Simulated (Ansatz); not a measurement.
# Tc of Cu (Fm-3m) from its phonons

Aim: the phonon-mediated transition temperature of Cu (Fm-3m) at ambient pressure, over a range of μ*. The cell shown first is a relaxed one, from steps not shown here.

Method: DFT PBE, scalar-relativistic, plane waves, PAW, in Ansatz 0.2.0.

**1. The cell after earlier relaxation steps**

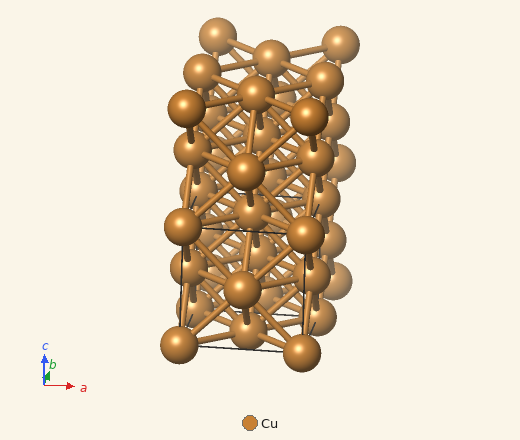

The cell as given, slightly off an axis (copper orange). 1×2×2 cells are drawn. This picture shows the conventional cell, with its axes. Some periodic images of atoms are drawn too.

Coordinates:

```cif
data_structure
_symmetry_space_group_name_H-M 'P 1'
_symmetry_Int_Tables_number 1
_cell_length_a 2.5668
_cell_length_b 2.5668
_cell_length_c 2.5668
_cell_angle_alpha 60.000
_cell_angle_beta 60.000
_cell_angle_gamma 60.000
_cell_volume 11.96
loop_
_atom_site_label
_atom_site_type_symbol
_atom_site_fract_x
_atom_site_fract_y
_atom_site_fract_z
_atom_site_occupancy
Cu1 Cu 0.00000 0.00000 0.00000 1
```

**2. Resistivity: q 6×6×6, k 18×18×18, scattering 24×24×24**

The run that gives the couplings also evaluates McMillan's and Allen and Dynes's formulas and, where asked, the Eliashberg equations, over a range of μ*.

input.yaml reads:

```yaml
crystal:
  lattice:
    - [0.0, 1.8150328204, 1.8150328204]
    - [1.8150328204, 0.0, 1.8150328204]
    - [1.8150328204, 1.8150328204, 0.0]
  atoms:
    - { symbol: Cu, position: [0.0, 0.0, 0.0] }
kpoints:
  mp_grid: { grid: [18, 18, 18] }
hamiltonian:
  xc: pbe
scf:
  occupations: { method: methfessel_paxton, width: 0.2 }
output:
  eigenvalues: true
phonons:
  method: dfpt
  qmesh: [6, 6, 6]
  temperatures: { t_max: 1000, t_step: 50 }
  qpath:
    path:
      - [[0.0, 0.0, 0.0], [0.5, 0.0, 0.5], [0.625, 0.25, 0.625]]
      - [[0.375, 0.375, 0.75], [0.0, 0.0, 0.0], [0.5, 0.5, 0.5], [0.5, 0.25, 0.75], [0.5, 0.0, 0.5]]
    npoints: 10
  electrical_resistivity:
    mesh: [24, 24, 24]
    temperatures: [20.0, 50.0, 80.0, 100.0, 150.0, 200.0, 273.0, 300.0, 400.0, 500.0, 600.0, 800.0]
  superconductivity: { mesh: [24, 24, 24] }
```

Command:

```console
$ ansatz run input.yaml --threads 4 --pin off --max-ram 12288MiB --backend cpu --events-out ev --progress --plain --runs-dir out
```

Numbers of over 12 decimals in the logs are rounded to 6 here.

Output:

```text
Engine: ansatz 0.2.0, aarch64-unknown-linux-gnu
Pseudopotentials: kind: paw
Pseudopotential: Cu, paw, valence charge 19, recommended cutoff 420 eV (normal), Cu.paw.azcp
Functional definition: PBE
  parameter kappa = 0.804
  parameter beta = 0.066725
  exchange = pbe_x(kappa = kappa, mu = beta*pi^2/3)
  correlation = pbe_c(beta = beta)
Crystal: 1 atoms, lattice volume = 11.959 Å³
Basis set: ecut = 420 eV, 259 PW (Γ), exchange–correlation on 36×36×36 points (8 copies of the dense FFT grid, shifted against one another)
Bands: 14, of which v1, the nominal top of the filled ones, is band 10 counted from 1 (9 counted from 0)
Symmetry: 48 space group operations
k-points: 195 of 5832
Non-local potential: Cu, projectors of the file, l = 0: 3, l = 1: 2, l = 2: 3, l = 3: 1
PAW form: soft (Blöchl's): semilocal exchange-correlation on the pseudo side does not see the compensation charge
PAW one-centre angular grid: Cu, 590 points (default); XC on 64 Gauss nodes
Initial density: superposition of atomic densities (neutral atoms: chi_scale 0, normalization atom), corrected by the library's trained network
Initial wavefunctions: pseudopotential atomic-orbital guess
Functional: x = pbe(κ = 0.804, μ = 0.219515), c = pbe(β = 0.066725)
SCF iter   1: F=—  HF=-6625.174385 eV  |F-HF|=—  |Δ(HF+E_count)|=         —  Δρ=1.27e-3  dr2=1.01e-4  ethr=1.77e-3  ⟨swp⟩=4.9  Hψ=13171  notcnv=0
preconditioner: auto → none  [metal: Δε(μ)=0.059 eV  Ē_g=16.883 eV  σ=0.200 eV  W_gap=0.24  n_scr=0 (ndim 8)  ℏωp=35.6 eV  f_vac=0.000  D(μ)=0.32/eV (n_scr^D=0)]
SCF iter   2: F=—  HF=-6625.174496 eV  |F-HF|=—  |Δ(HF+E_count)|=   1.11e-4  S|Δr|=    0.00e0  Δρ=3.81e-4  dr2=5.35e-6  ethr=5.33e-7  ⟨swp⟩=2.4  Hψ=6042  notcnv=0
SCF iter   3: F=—  HF=-6625.174511 eV  |F-HF|=—  |Δ(HF+E_count)|=   1.51e-5  S|Δr|=    0.00e0  Δρ=1.37e-4  dr2=8.52e-7  ethr=2.81e-8  ⟨swp⟩=2.5  Hψ=3704  notcnv=0
SCF iter   4: F=—  HF=-6625.174508 eV  |F-HF|=—  |Δ(HF+E_count)|=   2.76e-6  S|Δr|=    0.00e0  Δρ=1.10e-5  dr2=3.69e-9  ethr=4.48e-9  ⟨swp⟩=2.2  Hψ=3582  notcnv=0
SCF iter   5: F=—  HF=-6625.174508 eV  |F-HF|=—  |Δ(HF+E_count)|=   8.02e-9  S|Δr|=    0.00e0  Δρ=1.86e-6  dr2=8.24e-11  ethr=1.94e-11  ⟨swp⟩=2.0  Hψ=4428  notcnv=0
SCF iter   6: F=-6625.174508 eV  HF=-6625.174508 eV  |F-HF|=1.82e-12  |Δ(HF+E_count)|=  2.30e-10  S|Δr|=    0.00e0  Δρ=2.95e-8  dr2=3.80e-14  ethr=1.00e-12  ⟨swp⟩=5.8  Hψ=11584  notcnv=0
SCF 1 converged in 6 iterations: F = -6625.174508 eV  dr2 = 3.80e-14
  greatest PAW one-centre occupation: 1.000 electrons in one spin orbital (limit 2), on the Cu atom at site 0 (counted from 0), in its partial waves of l = 0
NSCF: frozen V_eff on 195 k-points
NSCF: frozen V_eff on 480 k-points
DFPT response loops at q = (0, 0, 0) (fractional): preconditioner auto → Kerker (q_TF=auto, 2.947 Å⁻¹) (partly filled bands, converged f_vac=0.000); β = 1.00, the filter's whole step (`scf.mixing.beta` (0.50) is not read by the response loops under this deck's `scf.mixing.preconditioner`; to damp them name `kerker` or `kerker_dos`, under which they read `scf.mixing.beta`, and type it under 1.00, their step now; both keys bind the ground state too); Broyden in place of MSR1
NSCF: frozen V_eff on 6156 k-points
DFPT response loops at q = (0, 0, 0.166667) (fractional): mixed as the last ones told, above
NSCF: frozen V_eff on 6156 k-points
DFPT response loops at q = (0, 0, 0.333333) (fractional): mixed as the last ones told, above
NSCF: frozen V_eff on 3100 k-points
DFPT response loops at q = (0, 0, -0.5) (fractional): mixed as the last ones told, above
NSCF: frozen V_eff on 3258 k-points
DFPT response loops at q = (0, 0.166667, 0.166667) (fractional): mixed as the last ones told, above
NSCF: frozen V_eff on 11664 k-points
DFPT response loops at q = (0, 0.166667, 0.333333) (fractional): mixed as the last ones told, above
NSCF: frozen V_eff on 11664 k-points
DFPT response loops at q = (0, 0.166667, -0.5) (fractional): mixed as the last ones told, above
NSCF: frozen V_eff on 11664 k-points
DFPT response loops at q = (0, 0.166667, -0.333333) (fractional): mixed as the last ones told, above
NSCF: frozen V_eff on 6156 k-points
DFPT response loops at q = (0, 0.166667, -0.166667) (fractional): mixed as the last ones told, above
NSCF: frozen V_eff on 3258 k-points
DFPT response loops at q = (0, 0.333333, 0.333333) (fractional): mixed as the last ones told, above
NSCF: frozen V_eff on 11664 k-points
DFPT response loops at q = (0, 0.333333, -0.5) (fractional): mixed as the last ones told, above
NSCF: frozen V_eff on 6156 k-points
DFPT response loops at q = (0, 0.333333, -0.333333) (fractional): mixed as the last ones told, above
NSCF: frozen V_eff on 1730 k-points
DFPT response loops at q = (0, -0.5, -0.5) (fractional): mixed as the last ones told, above
NSCF: frozen V_eff on 6156 k-points
DFPT response loops at q = (0.166667, 0.333333, -0.5) (fractional): mixed as the last ones told, above
NSCF: frozen V_eff on 11664 k-points
DFPT response loops at q = (0.166667, 0.333333, -0.333333) (fractional): mixed as the last ones told, above
NSCF: frozen V_eff on 3258 k-points
DFPT response loops at q = (0.166667, -0.5, -0.333333) (fractional): mixed as the last ones told, above
SCF iter   1: F=—  HF=-6625.174385 eV  |F-HF|=—  |Δ(HF+E_count)|=         —  Δρ=1.27e-3  dr2=1.01e-4  ethr=1.77e-3  ⟨swp⟩=4.9  Hψ=13171  notcnv=0
SCF iter   2: F=—  HF=-6625.174496 eV  |F-HF|=—  |Δ(HF+E_count)|=   1.11e-4  S|Δr|=    0.00e0  Δρ=3.81e-4  dr2=5.35e-6  ethr=5.33e-7  ⟨swp⟩=2.4  Hψ=6042  notcnv=0
SCF iter   3: F=—  HF=-6625.174511 eV  |F-HF|=—  |Δ(HF+E_count)|=   1.51e-5  S|Δr|=    0.00e0  Δρ=1.37e-4  dr2=8.52e-7  ethr=2.81e-8  ⟨swp⟩=2.5  Hψ=3704  notcnv=0
SCF iter   4: F=—  HF=-6625.174508 eV  |F-HF|=—  |Δ(HF+E_count)|=   2.76e-6  S|Δr|=    0.00e0  Δρ=1.10e-5  dr2=3.69e-9  ethr=4.48e-9  ⟨swp⟩=2.2  Hψ=3582  notcnv=0
SCF iter   5: F=—  HF=-6625.174508 eV  |F-HF|=—  |Δ(HF+E_count)|=   8.02e-9  S|Δr|=    0.00e0  Δρ=1.86e-6  dr2=8.24e-11  ethr=1.94e-11  ⟨swp⟩=2.0  Hψ=4428  notcnv=0
SCF iter   6: F=-6625.174508 eV  HF=-6625.174508 eV  |F-HF|=9.09e-13  |Δ(HF+E_count)|=  2.30e-10  S|Δr|=    0.00e0  Δρ=2.95e-8  dr2=3.79e-14  ethr=1.00e-12  ⟨swp⟩=3.1  Hψ=6932  notcnv=0
SCF 2 converged in 6 iterations: F = -6625.174508 eV  dr2 = 3.79e-14
NSCF: frozen V_eff on 195 k-points
NSCF: frozen V_eff on 413 k-points
[...]
SCF converged after 6 iterations
[...]
800.00      5.0780e0             yes      5.0780e0      5.0780e0      5.0780e0        5.3294e0          4.9881e0
  mean free path at 20 K (of a tensor a third of its trace): 100878 nm by what each carries, 79555 by the Fermi surface alone
  Hall coefficient in a weak field at 20 K (a third of the trace): -4.828e-11 m³/C (as a tensor it moves by 2.1 % between the two finest meshes); by each state's relaxation time: -5.216e-11 m³/C; by a constant relaxation time: -4.930e-11 m³/C
  mean free path at 50 K (of a tensor a third of its trace): 1436 nm by what each carries, 1104 by the Fermi surface alone
  Hall coefficient in a weak field at 50 K (a third of the trace): -5.155e-11 m³/C (as a tensor it moves by 5.4 % between the two finest meshes); by each state's relaxation time: -4.877e-11 m³/C; by a constant relaxation time: -4.920e-11 m³/C
  mean free path at 80 K (of a tensor a third of its trace): 314 nm by what each carries, 270 by the Fermi surface alone
  Hall coefficient in a weak field at 80 K (a third of the trace): -4.834e-11 m³/C (as a tensor it moves by 5.6 % between the two finest meshes); by each state's relaxation time: -4.688e-11 m³/C; by a constant relaxation time: -4.911e-11 m³/C
  mean free path at 100 K (of a tensor a third of its trace): 185 nm by what each carries, 168 by the Fermi surface alone
  Hall coefficient in a weak field at 100 K (a third of the trace): -4.627e-11 m³/C (as a tensor it moves by 5.2 % between the two finest meshes); by each state's relaxation time: -4.594e-11 m³/C; by a constant relaxation time: -4.907e-11 m³/C
  mean free path at 150 K (of a tensor a third of its trace): 90.9 nm by what each carries, 86.4 by the Fermi surface alone
  Hall coefficient in a weak field at 150 K (a third of the trace): -4.412e-11 m³/C (as a tensor it moves by 4.6 % between the two finest meshes); by each state's relaxation time: -4.471e-11 m³/C; by a constant relaxation time: -4.900e-11 m³/C
  mean free path at 200 K (of a tensor a third of its trace): 61.5 nm by what each carries, 59.3 by the Fermi surface alone
  Hall coefficient in a weak field at 200 K (a third of the trace): -4.352e-11 m³/C (as a tensor it moves by 4.2 % between the two finest meshes); by each state's relaxation time: -4.431e-11 m³/C; by a constant relaxation time: -4.897e-11 m³/C
  mean free path at 273 K (of a tensor a third of its trace): 42.5 nm by what each carries, 41.2 by the Fermi surface alone
  Hall coefficient in a weak field at 273 K (a third of the trace): -4.327e-11 m³/C (as a tensor it moves by 4.1 % between the two finest meshes); by each state's relaxation time: -4.415e-11 m³/C; by a constant relaxation time: -4.894e-11 m³/C
  mean free path at 300 K (of a tensor a third of its trace): 38.3 nm by what each carries, 37.1 by the Fermi surface alone
  Hall coefficient in a weak field at 300 K (a third of the trace): -4.323e-11 m³/C (as a tensor it moves by 4.0 % between the two finest meshes); by each state's relaxation time: -4.413e-11 m³/C; by a constant relaxation time: -4.893e-11 m³/C
  mean free path at 400 K (of a tensor a third of its trace): 28.1 nm by what each carries, 27.2 by the Fermi surface alone
  Hall coefficient in a weak field at 400 K (a third of the trace): -4.319e-11 m³/C (as a tensor it moves by 4.0 % between the two finest meshes); by each state's relaxation time: -4.410e-11 m³/C; by a constant relaxation time: -4.891e-11 m³/C
  mean free path at 500 K (of a tensor a third of its trace): 22.2 nm by what each carries, 21.6 by the Fermi surface alone
  Hall coefficient in a weak field at 500 K (a third of the trace): -4.321e-11 m³/C (as a tensor it moves by 4.0 % between the two finest meshes); by each state's relaxation time: -4.409e-11 m³/C; by a constant relaxation time: -4.888e-11 m³/C
  mean free path at 600 K (of a tensor a third of its trace): 18.4 nm by what each carries, 17.9 by the Fermi surface alone
  Hall coefficient in a weak field at 600 K (a third of the trace): -4.324e-11 m³/C (as a tensor it moves by 4.1 % between the two finest meshes); by each state's relaxation time: -4.410e-11 m³/C; by a constant relaxation time: -4.885e-11 m³/C
  mean free path at 800 K (of a tensor a third of its trace): 13.8 nm by what each carries, 13.3 by the Fermi surface alone
  Hall coefficient in a weak field at 800 K (a third of the trace): -4.335e-11 m³/C (as a tensor it moves by 4.1 % between the two finest meshes); by each state's relaxation time: -4.412e-11 m³/C; by a constant relaxation time: -4.880e-11 m³/C
  the resistivity times a path that all electrons share, by the Fermi surface of the deck's mesh alone (a third of the trace): 6.777e-16 Ω·m²
  not converged in the mesh (λ; λ_tr): between neighbouring meshes, the two finest first, λ moves by 1.73 % and 2.65 %, λ_tr by 3.53 % and 15.83 % and the resistivity by up to 1.32 % and 28.13 %; an estimate, no bound, puts it up to 8.5e-7 % above the Boltzmann equation's exact value after up to 7 iterations (at most 30 are made, fewer where the estimate is under 1.0e-6 % of each spin channel's own resistivity)
  vibrations of 216 cells: unjudged by the run; compare a larger repeat
  the changes of the potential over all sites missed a rigid shift's by 0.00 % (the site terms' by 0.01 %)
  at the force constants' own smearing the fine mesh and the k-points of their solves give squared frequencies that differ by 1.9 % of the larger at the most, at (0, 0.1667, 0.1667)
--- Superconductivity: potentials and phonons of a 6×6×6 supercell ---
           mesh         λ    ħω_log (meV)  μ* declared at (meV)
       24×24×24    0.1265          17.924               19.881
       12×12×12    0.1243          17.940               19.831
          6×6×6    0.1276          18.225               19.925
  λ by the species' shares of the modes' patterns: Cu 0.1265
  with the Fermi level up to 30.1 meV (the hardest mode) off, states and modes as they are: density of states 0.1530 to 0.1555 /eV of one spin and cell, λ 0.1245 to 0.1287
  transition temperature on the deck's mesh (K), isotropic and anisotropic, restricted to the Fermi surface (FSR) and over the full bandwidth (FBW), and the last with the density of states resolved in a narrower window:
        μ*   McMillan   Allen–Dynes      iso. FSR      iso. FBW    aniso. FSR    aniso. FBW  narrow window
      0.08      0.000         0.000    none_found    none_found    none_found    none_found     none_found
      0.10      0.000         0.000    none_found    none_found    none_found    none_found     none_found
      0.12          -             -    none_found    none_found    none_found    none_found     none_found
      0.13          -             -    none_found    none_found    none_found    none_found     none_found
      0.14          -             -    none_found    none_found    none_found    none_found     none_found
      0.16          -             -    none_found    none_found    none_found    none_found     none_found
      0.20          -             -    none_found    none_found    none_found    none_found     none_found
  none_found: no transition down to 0.1 K
  isotope coefficients −∂ln Tc/∂ln M under μ* = 0.13, the force constants as they are, of the isotropic transitions restricted to the Fermi surface and over the full bandwidth: Cu - and -
  converged in the mesh: between neighbouring meshes, the two finest first, λ moves by 1.73 % and 2.65 % and the anisotropic transition temperature over the full bandwidth at μ* = 0.13 by nothing (neither mesh has one) and nothing (neither mesh has one); converged means that the two finest part by at most 2.00 % and 5.00 %
  vibrations of 216 cells: unjudged by the run; compare a larger repeat
  the changes of the potential over all sites missed a rigid shift's by 0.00 % (the site terms' by 0.01 %)
  at the force constants' own smearing the fine mesh and the k-points of their solves give squared frequencies that differ by 1.9 % of the larger at the most, at (0, 0.1667, 0.1667)
[key lines of the parts left out:]
Free energy (F): -6625.174508 eV
Fermi energy:    16.478323 eV
```

The job ended after 13 min (4 threads of Arm Neoverse V1, shared host; peak memory 6.7 GiB).

Reading the cycles: dr2 is the Hartree energy of the density residual (eV), the measure of convergence; HF is the Harris–Foulkes estimate of the energy, which meets the free energy F at convergence.

Numbers from this step:

| Quantity | Value |
| --- | --- |
| volume per atom | 11.96 Å³ |
| metallic on mesh | yes |
| gap on the k-mesh | 0 eV |
| zero point energy | 0.02998 eV/cell |
| share of imaginary modes in the plain interpolation between solved wavevectors | 0 |
| highest frequency, solved or plainly interpolated | 241.5 cm⁻¹ |
| Debye temperature (second moment) | 312 K |
| resistivity at 300 K | 1.825 μΩ cm |
| coupling constant λ | 0.1265 |
| density of states at the Fermi level | 0.1535 states/eV a spin and cell |
| log mean phonon energy ħω_log | 17.92 meV |
| transport coupling constant λ_tr | 0.1306, 0.1306, 0.1306 (xx, yy, zz) |
| Drude plasma energy | 8.881, 8.881, 8.881 eV (xx, yy, zz) |
| resistivity times mean free path | 6.777, 6.777, 6.777 × 10⁻¹⁶ Ω m² (xx, yy, zz) |
| second-moment phonon energy ħω₂ | 19.88 meV |
| coupling λ by branch | 0.0455, 0.0478, 0.0333 (branches by rank of frequency) |

An empty cell: under 1 mK by a formula, or no transition down to the floor of the Eliashberg search. Transition temperatures:

```tsv
μ*	McMillan Tc (K)	Allen–Dynes Tc (K)
0.08	-	-
0.1	-	-
0.12	-	-
0.13	-	-
0.14	-	-
0.16	-	-
0.2	-	-
```

[end of part 1 of 2]

[Logs are printed without paths, hosts, clocks, repeated set-up lines and the standing remarks that a program may print on its own settings, such as how far it seeks lower states.]

[Hosts, paths, dates, database ids (printed as entryN), source tags and the programs' standing remarks are cut or masked in the printed files.]
